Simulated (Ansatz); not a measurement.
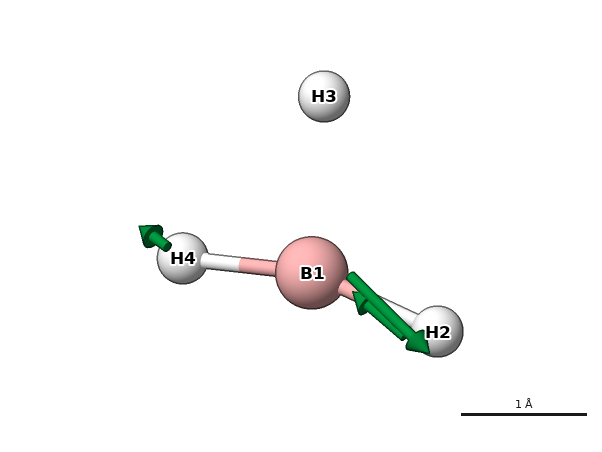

Arrows show the forces on the atoms, 20 Å of arrow for 1 eV/Å; forces under a tenth of the largest aren't drawn. Charge +1, doublet. Level of theory: UHF/def2-SVP (Ansatz).

> On which atom is the force largest, and how large is it?

On B1: 0.05 eV/Å.

> Along which bond is the force strongest?

B1–H2, now 1.185 Å: the forces pull its atoms together, so a first step downhill shortens it.

List the force components in the frame of the picture (x right, y up, z towards the viewer), in eV/Å.

| atom | Fx | Fy | Fz |
| --- | --- | --- | --- |
| B1 | 0.03 | −0.03 | 0.02 |
| H2 | −0.02 | 0.02 | −0.01 |
| H3 | 0.00 | 0.00 | 0.00 |
| H4 | −0.01 | 0.01 | −0.01 |
